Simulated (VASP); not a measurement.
## How PAW data sets and SCF threshold change a VASP run on ZrC

Aim: find what the PAW data sets and SCF threshold change for ZrC, and what they cost. The atoms are off their equilibrium sites, so that forces can be compared too. The series runs use LDA. The PAW data sets tried: minimal 64: Zr_sv C; recommended 54: Zr_sv C; gw 64: Zr_sv_GW C_GW; hard 64: Zr_sv C_h; soft 64: Zr_sv C_s. The SCF threshold tried: EDIFF = 0.01; EDIFF = 0.001; EDIFF = 1E-04; EDIFF = 1E-05; EDIFF = 1E-06; EDIFF = 1E-08. The atoms of the start are displaced at random from the sites of a Fm-3m cell.

Calculated with VASP 6.6.1; LDA; plane waves and PAW (Zr_sv, C), in the first sound run; inputs show where later runs differ.

The database entry behind the starting cell differs from later determinations by our own check (0.1 to 0.3 % short, probably kX units), so it need not match the best structure at ambient conditions.

## 1. The starting structure

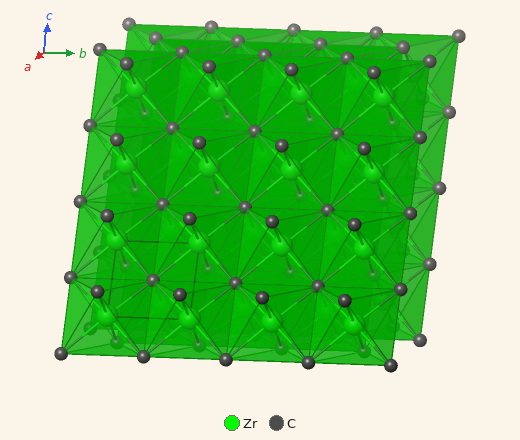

Start, viewed slightly off an axis; zirconium green, carbon dark grey. 1×3×3 cells are drawn. This picture shows the conventional cell, with its axes. Some periodic images of atoms are drawn too.

## 2. PAW data sets: minimal 64: Zr sv C

Data sets differ in which electrons are valence and how hard the partial waves are. LDA, the lowest rung, knows the local density alone.

INCAR

```
SYSTEM = ZrC
PREC = Accurate
ENCUT = 520
EDIFF = 1E-06
NELM = 100
ISMEAR = -1
SIGMA = 0.05
LREAL = .FALSE.
ALGO = Normal
GGA = CA
NBANDS = 14
LORBIT = 11
LWAVE = .FALSE.
LCHARG = .FALSE.
KPAR = 2
ISIF = 2
```

POSCAR

```
ZrC
1.0
    0.0000000000      2.3414000000      2.3414000000
    2.3414000000      0.0000000000      2.3414000000
    2.3414000000      2.3414000000      0.0000000000
Zr C
1 1
Direct
   -0.0041130000      0.0135840000     -0.0003790000
    0.4854680000      0.5108950000      0.4949310000
```

KPOINTS

```
Automatic mesh
0
Gamma
8 8 8
0 0 0
```

Potentials, in the order of the species: Zr_sv and C (PBE family, release 64).

Started as:

```bash
$ mpirun -np 2 vasp_std
```

The program printed:

```text
[banner, memory and clock lines left out]
running    2 mpi-ranks, on    1 nodes
 distrk:  each k-point on    1 cores,    2 groups
 distr:  one band on    1 cores,    1 groups

 POSCAR found type information on POSCAR ZrC
 POSCAR found :  2 types and       2 ions
|                                                                             |
|               ----> ADVICE to this user running VASP <----                  |
|                                                                             |
|     You enforced a specific xc type in the INCAR file but a different       |
|     [... a line on the potential file left out ...]
|     I HOPE YOU KNOW WHAT YOU ARE DOING!                                     |
|                                                                             |

 LDA part: xc-table for (Slater(with rela. corr.)+CA(PZ))
 , standard interpolation
 POSCAR, INCAR and KPOINTS ok, starting setup
 FFT: planning ... GRIDC
 FFT: planning ... GRID_SOFT
 FFT: planning ... GRID
 WAVECAR not read
 entering main loop
       N       E                     dE             d eps       ncg     rms          rms(c)
DAV:   1     0.102560609075E+03    0.10256E+03   -0.87580E+03  7296   0.115E+03
DAV:   2    -0.198422745201E+02   -0.12240E+03   -0.11421E+03  9038   0.303E+02
DAV:   3    -0.246093918462E+02   -0.47671E+01   -0.47228E+01 10574   0.530E+01
DAV:   4    -0.247324622155E+02   -0.12307E+00   -0.12301E+00  9146   0.775E+00
DAV:   5    -0.247352433353E+02   -0.27811E-02   -0.27810E-02 10324   0.899E-01    0.217E+01
DAV:   6    -0.214993191841E+02    0.32359E+01   -0.78468E+00  8864   0.242E+01    0.809E+00
DAV:   7    -0.213425302348E+02    0.15679E+00   -0.52782E-01  8356   0.629E+00    0.686E+00
DAV:   8    -0.213410502047E+02    0.14800E-02   -0.32970E-01  8624   0.426E+00    0.455E+00
DAV:   9    -0.213111106166E+02    0.29940E-01   -0.82241E-02  8216   0.196E+00    0.352E-01
DAV:  10    -0.213114115299E+02   -0.30091E-03   -0.22582E-03 10024   0.505E-01    0.403E-01
DAV:  11    -0.213112231614E+02    0.18837E-03   -0.70644E-04  8120   0.222E-01    0.441E-02
DAV:  12    -0.213112197894E+02    0.33720E-05   -0.13632E-05  9828   0.264E-02    0.115E-02
DAV:  13    -0.213112192602E+02    0.52918E-06   -0.16099E-06  7936   0.902E-03
   1 F= -.21311219E+02 E0= -.21309764E+02  d E =-.291029E-02
```

Elapsed: 42 s, on 2 MPI ranks of Intel Xeon Platinum 8259CL at 2.50GHz (Skylake/Cascade Lake), shared host; peak memory 0.41 GiB.

The logs omit lines about the potential files and the build; timing stands in the text.

Parts of OUTCAR (step 2):

```text
ion  position               nearest neighbor table
   1  0.996  0.014  1.000-   2 2.31   2 2.31   2 2.32   2 2.36   2 2.37   2 2.38
   2  0.485  0.511  0.495-   1 2.31   1 2.31   1 2.32   1 2.36   1 2.37   1 2.38

  LATTYP: Found a face centered cubic cell.
 ALAT       =     4.6828000000

 Subroutine GETGRP returns: Found  1 space group operations
 (whereof  1 operations were pure point group operations)

The static configuration has the point symmetry C_1 .

 Found    260 irreducible k-points:

   k-points           NKPTS =    260   k-points in BZ     NKDIM =    260   number of bands    NBANDS=     14

   dimension x,y,z NGX =    28 NGY =   28 NGZ =   28
   dimension x,y,z NGXF=    56 NGYF=   56 NGZF=   56

   ENCUT  =  520.0 eV  38.22 Ry    6.18 a.u.   6.16  6.16  6.16*2*pi/ulx,y,z

   NELECT =      16.0000    total number of electrons

 k-points in reciprocal lattice and weights: Automatic mesh
   0.00000000  0.00000000  0.00000000       0.002
   0.12500000  0.00000000  0.00000000       0.004
   0.00000000  0.12500000  0.00000000       0.004
   0.00000000  0.00000000  0.12500000       0.004
   0.12500000  0.12500000  0.12500000       0.004
   0.25000000  0.00000000  0.00000000       0.004
   0.00000000  0.25000000  0.00000000       0.004
   0.00000000  0.00000000  0.25000000       0.004
   0.25000000  0.25000000  0.25000000       0.004
[...]
0.25000000 -0.25000000  0.50000000       0.004
   0.50000000  0.25000000 -0.25000000       0.004

 average (electrostatic) potential at core
       1 -72.8140       2 -43.9714

 E-fermi :   9.4199

 k-point     1 :       0.0000    0.0000    0.0000
  band No.  band energies     occupation
      1     -38.2704      2.00000
      2     -16.1230      2.00000
      3     -16.1227      2.00000
      4     -16.1224      2.00000
      5      -1.7078      2.00000
      6      10.1369      0.00000
      7      10.2193      0.00000
      8      10.3187      0.00000
      9      10.5636      0.00000
     10      10.6948      0.00000
    ...

 k-point     2 :       0.1250    0.0000    0.0000
  band No.  band energies     occupation
    ...
      4     -16.1348      2.00000
      5      -1.3485      2.00000
      6       8.6313      2.00000
      7       9.0571      1.99859
      8       9.1119      1.99579
      9      11.0212      0.00000
     10      11.0392      0.00000
     11      11.5269      0.00000
     12      13.9116      0.00000
     13      13.9194      0.00000
    ...

 k-point     3 :       0.0000    0.1250    0.0000
  band No.  band energies     occupation
    ...
      4     -16.1349      2.00000
      5      -1.3483      2.00000
      6       8.6168      2.00000
      7       9.0561      1.99862
      8       9.1406      1.99253
      9      11.0227      0.00000
     10      11.0307      0.00000
     11      11.5124      0.00000
     12      13.9038      0.00000
     13      13.9362      0.00000
    ...

  Total       -0.8369248     -0.7969245     -0.8098930     -0.0086097     -0.0160537     -0.0072953
  in kB      -52.2324252    -49.7360060    -50.5453686     -0.5373304     -1.0019103     -0.4553020
  external PRESSURE =     -50.8379332 kB  Pullay stress =       0.0000000 kB

  energy-cutoff  :      520.00
  volume of cell :       25.67
      direct lattice vectors                 reciprocal lattice vectors
     0.000000000  2.341400000  2.341400000    -0.213547450  0.213547450  0.213547450
     2.341400000  0.000000000  2.341400000     0.213547450 -0.213547450  0.213547450
     2.341400000  2.341400000  0.000000000     0.213547450  0.213547450 -0.213547450

 POSITION                                       TOTAL-FORCE (eV/Angst)
 -----------------------------------------------------------------------------------
      2.37232      4.67228      2.36358        -0.125418     -0.253945     -0.220982
      2.35504      2.29551      2.33288         0.125418      0.253945      0.220982
 -----------------------------------------------------------------------------------
    total drift:                               -0.000006     -0.000058     -0.000062

  FREE ENERGIE OF THE ION-ELECTRON SYSTEM (eV)
  ---------------------------------------------------
  free  energy   TOTEN  =       -21.3112192602 eV

  energy  without entropy=      -21.3083089724  energy(sigma->0) =      -21.30976412

 total charge
# of ion       s       p       d       tot
------------------------------------------
    1        2.181   6.041   1.671   9.893
    2        0.870   1.478   0.000   2.348
--------------------------------------------------
tot          3.051   7.518   1.671  12.241

[... 3 further parts left out ...]
```

The k-mesh is coarse for a metal. The PAW data sets were made with PBE, though LDA sets exist; this is a small mismatch.

Numbers from this step:

| Item | Value |
| --- | --- |
| SCF cycles | 13 |
| electrons | 16 |
| bands | 14 |
| irreducible k-points | 260 |
| symmetry operations | 1 |
| free energy (TOTEN) | -21.31 eV |
| energy at zero smearing | -21.31 eV |
| Fermi energy | 9.420 eV |
| pressure | -5.084 GPa |
| metallic | yes |

The series starts at -10.6549 eV an atom and -5.08 GPa, after 13 cycles in 42 s.

## 3. PAW data sets: recommended 54: Zr sv C

INCAR is that of step 2.

POSCAR is that of step 2.

KPOINTS is that of step 2.

Potentials, in the order of the species: Zr_sv and C (PBE family, release 54).

Started as:

```bash
$ mpirun -np 2 vasp_std
```

The program printed:

```text
[banner, memory and clock lines left out]
running    2 mpi-ranks, on    1 nodes
[...]
[... a notice as in an earlier step ...]

 LDA part: xc-table for (Slater(with rela. corr.)+CA(PZ))
 , standard interpolation
 POSCAR, INCAR and KPOINTS ok, starting setup
[...]
entering main loop
       N       E                     dE             d eps       ncg     rms          rms(c)
[... 13 cycles as in an earlier step ...]
   1 F= -.21311219E+02 E0= -.21309764E+02  d E =-.291029E-02
```

Wall time 42 s (2 MPI ranks); peak memory 0.4 GiB; 82 s of CPU time.

Parts of OUTCAR (step 3):

```text
[... 6 parts as in an earlier step ...]

[... 1 further part left out ...]
[key lines of the parts left out:]
E-fermi :   9.4199
```

With 16 valence electrons the pressure is -5.08 GPa, +0.00 GPa from the first of the series, after 13 cycles in 42 s.

## 4. PAW data sets: GW 64: Zr sv GW C GW

This step: LDA; plane waves and PAW (Zr_sv_GW, C_GW) (VASP 6.6.1).

INCAR, as its differences from that of step 3:

```diff
@@ -2,3 +2,3 @@
 PREC = Accurate
-ENCUT = 520
+ENCUT = 540
 EDIFF = 1E-06
```

POSCAR is that of step 3.

KPOINTS is that of step 3.

The projector-augmented-wave data sets are Zr_sv_GW and C_GW (PBE family, release 64).

Started as:

```bash
$ mpirun -np 2 vasp_std
```

The program printed:

```text
[... set-up lines as in an earlier step ...]
 entering main loop
       N       E                     dE             d eps       ncg     rms          rms(c)
DAV:   1     0.982501288347E+02    0.98250E+02   -0.86150E+03  7288   0.118E+03
DAV:   2    -0.201873145473E+02   -0.11844E+03   -0.10707E+03 10948   0.385E+02
DAV:   3    -0.277440892432E+02   -0.75568E+01   -0.74490E+01 10142   0.845E+01
DAV:   4    -0.279221484241E+02   -0.17806E+00   -0.17790E+00  9146   0.174E+01
[...]
DAV:  12    -0.231372349873E+02   -0.24638E-05   -0.26054E-05  9486   0.616E-02    0.656E-03
DAV:  13    -0.231372335361E+02    0.14512E-05   -0.34547E-06 10032   0.229E-02    0.129E-03
DAV:  14    -0.231372335373E+02   -0.11771E-08   -0.40891E-07  5086   0.724E-03
   1 F= -.23137234E+02 E0= -.23135774E+02  d E =-.291904E-02
```

Elapsed: 50 s, on 2 MPI ranks; peak memory 0.5 GiB; 98 s of CPU time.

OUTCAR, selected parts (step 4):

```text
  Total       -0.9815350     -0.9414516     -0.9544812     -0.0085792     -0.0159189     -0.0072351
  in kB      -61.2575375    -58.7559360    -59.5691113     -0.5354296     -0.9934965     -0.4515439
  external PRESSURE =     -59.8608616 kB  Pullay stress =       0.0000000 kB

 POSITION                                       TOTAL-FORCE (eV/Angst)
 -----------------------------------------------------------------------------------
      2.37232      4.67228      2.36358        -0.126154     -0.254077     -0.220546
      2.35504      2.29551      2.33288         0.126154      0.254077      0.220546
 -----------------------------------------------------------------------------------
    total drift:                               -0.002624     -0.002680     -0.001190

  FREE ENERGIE OF THE ION-ELECTRON SYSTEM (eV)
  ---------------------------------------------------
  free  energy   TOTEN  =       -23.1372335373 eV

  energy  without entropy=      -23.1343144944  energy(sigma->0) =      -23.13577402

[... 1 part as in an earlier step ...]

[... 2 further parts left out ...]
[key lines of the parts left out:]
E-fermi :   9.3216
```

With 16 valence electrons the pressure is -5.99 GPa, -0.90 GPa from the first of the series, after 14 cycles in 50 s.

## 5. PAW data sets: hard 64: Zr sv C h

This step: LDA; plane waves and PAW (Zr_sv, C_h) (VASP 6.6.1).

INCAR, as its differences from that of step 4:

```diff
@@ -2,3 +2,3 @@
 PREC = Accurate
-ENCUT = 540
+ENCUT = 970
 EDIFF = 1E-06
```

POSCAR is that of step 4.

KPOINTS is that of step 4.

The projector-augmented-wave data sets are Zr_sv and C_h (PBE family, release 64).

Started as:

```bash
$ mpirun -np 2 vasp_std
```

The program printed:

```text
[... set-up lines as in an earlier step ...]
 entering main loop
       N       E                     dE             d eps       ncg     rms          rms(c)
DAV:   1     0.153938151027E+03    0.15394E+03   -0.12708E+04  7280   0.189E+03
DAV:   2    -0.155231528576E+02   -0.16946E+03   -0.15730E+03  8840   0.374E+02
DAV:   3    -0.243393924759E+02   -0.88162E+01   -0.86134E+01 10592   0.774E+01
DAV:   4    -0.247077384339E+02   -0.36835E+00   -0.36814E+00  9412   0.137E+01
[...]
DAV:  12    -0.213146798526E+02   -0.31290E-06   -0.20730E-05  8748   0.442E-02    0.470E-02
DAV:  13    -0.213146748440E+02    0.50086E-05   -0.10544E-05  8444   0.241E-02    0.193E-03
DAV:  14    -0.213146748488E+02   -0.47212E-08   -0.12214E-07  4498   0.378E-03
   1 F= -.21314675E+02 E0= -.21313219E+02  d E =-.291122E-02
```

Wall time 83 s (2 MPI ranks); peak memory 0.73 GiB.

From OUTCAR (step 5):

```text
  Total       -0.8459000     -0.8057042     -0.8187277     -0.0085926     -0.0160194     -0.0072742
  in kB      -52.7925627    -50.2839473    -51.0967422     -0.5362624     -0.9997713     -0.4539831
  external PRESSURE =     -51.3910840 kB  Pullay stress =       0.0000000 kB

 POSITION                                       TOTAL-FORCE (eV/Angst)
 -----------------------------------------------------------------------------------
      2.37232      4.67228      2.36358        -0.125240     -0.253597     -0.220678
      2.35504      2.29551      2.33288         0.125240      0.253597      0.220678
 -----------------------------------------------------------------------------------
    total drift:                               -0.000008     -0.000032     -0.000028

  FREE ENERGIE OF THE ION-ELECTRON SYSTEM (eV)
  ---------------------------------------------------
  free  energy   TOTEN  =       -21.3146748488 eV

  energy  without entropy=      -21.3117636317  energy(sigma->0) =      -21.31321924

[... 1 part as in an earlier step ...]

[... 2 further parts left out ...]
[key lines of the parts left out:]
E-fermi :   9.6871
```

With 16 valence electrons the pressure is -5.14 GPa, -0.06 GPa from the first of the series, after 14 cycles in 83 s.

## 6. PAW data sets: soft 64: Zr sv C s

This step: LDA; plane waves and PAW (Zr_sv, C_s) (VASP 6.6.1).

INCAR, as its differences from that of step 5:

```diff
@@ -2,3 +2,3 @@
 PREC = Accurate
-ENCUT = 970
+ENCUT = 400
 EDIFF = 1E-06
```

POSCAR is that of step 5.

KPOINTS is that of step 5.

PAW data sets: Zr_sv and C_s (PBE family, release 64).

Started as:

```bash
$ mpirun -np 2 vasp_std
```

The program printed:

```text
[... set-up lines as in an earlier step ...]
 entering main loop
       N       E                     dE             d eps       ncg     rms          rms(c)
DAV:   1     0.104350969538E+03    0.10435E+03   -0.72664E+03  7304   0.964E+02
DAV:   2    -0.196097534693E+02   -0.12396E+03   -0.11258E+03  8710   0.335E+02
DAV:   3    -0.245719884484E+02   -0.49622E+01   -0.48876E+01 10686   0.602E+01
DAV:   4    -0.247448231894E+02   -0.17283E+00   -0.17272E+00  9118   0.980E+00
[...]
DAV:  10    -0.213105867338E+02   -0.66559E-04   -0.10205E-03  8818   0.370E-01    0.164E-01
DAV:  11    -0.213105222540E+02    0.64480E-04   -0.15903E-04 11976   0.163E-01    0.262E-02
DAV:  12    -0.213105220245E+02    0.22950E-06   -0.61605E-06 10726   0.277E-02
   1 F= -.21310522E+02 E0= -.21309066E+02  d E =-.291230E-02
```

Run time: 19 s. Hardware: 2 MPI ranks; peak memory 0.33 GiB.

Parts of OUTCAR (step 6):

```text
  Total       -0.8583677     -0.8179886     -0.8310574     -0.0086229     -0.0160757     -0.0072962
  in kB      -53.5706727    -51.0506152    -51.8662410     -0.5381518     -1.0032849     -0.4553549
  external PRESSURE =     -52.1625096 kB  Pullay stress =       0.0000000 kB

 POSITION                                       TOTAL-FORCE (eV/Angst)
 -----------------------------------------------------------------------------------
      2.37232      4.67228      2.36358        -0.125344     -0.253818     -0.220875
      2.35504      2.29551      2.33288         0.125344      0.253818      0.220875
 -----------------------------------------------------------------------------------
    total drift:                               -0.000004      0.000007      0.000011

  FREE ENERGIE OF THE ION-ELECTRON SYSTEM (eV)
  ---------------------------------------------------
  free  energy   TOTEN  =       -21.3105220245 eV

  energy  without entropy=      -21.3076097256  energy(sigma->0) =      -21.30906588

[... 1 part as in an earlier step ...]

[... 2 further parts left out ...]
[key lines of the parts left out:]
E-fermi :   9.7460
```

With 16 valence electrons the pressure is -5.22 GPa, -0.13 GPa from the first of the series, after 12 cycles in 19 s.

## 7. The PAW data sets series as a table

This step: convergence of LDA results with the datasets; plane waves and PAW (VASP 6.6.1).

No new run; the numbers come from the runs before.

Differences are taken from the run with minimal 64: Zr_sv C. Results of the series, by row:

| setting | status | pressure (GPa) | largest force difference (meV/Å) | SCF cycles | wall time (s) |
| --- | --- | --- | --- | --- | --- |
| minimal 64: Zr_sv C, 520 eV | converged | -5.084 | 0 | 13 | 42 |
| recommended 54: Zr_sv C, 520 eV | converged | -5.084 | 0 | 13 | 42 |
| gw 64: Zr_sv_GW C_GW, 540 eV | converged | -5.986 | 0.736 | 14 | 50 |
| hard 64: Zr_sv C_h, 970 eV | converged | -5.139 | 0.348 | 14 | 83 |
| soft 64: Zr_sv C_s, 400 eV | converged | -5.216 | 0.127 | 12 | 19 |

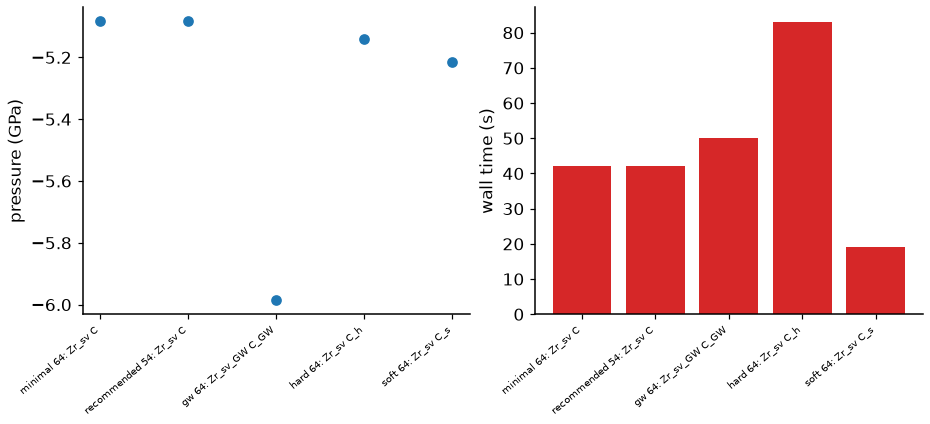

The pressure and the wall time by setting.

(Continued in part 2 of 2.)

[Lines on the potential files, build, host, timing and source positions are cut from VASP's logs without a mark.]

[Logs are printed without paths, hosts, clocks, repeated set-up lines and the standing remarks that a program may print on its own settings, such as how far it seeks lower states.]

[Hosts, paths, dates, database ids (printed as entryN), source tags and the programs' standing remarks are cut or masked in the printed files.]

[A measured line is paired with the nearest computed mode of its activity, which favours agreement.]
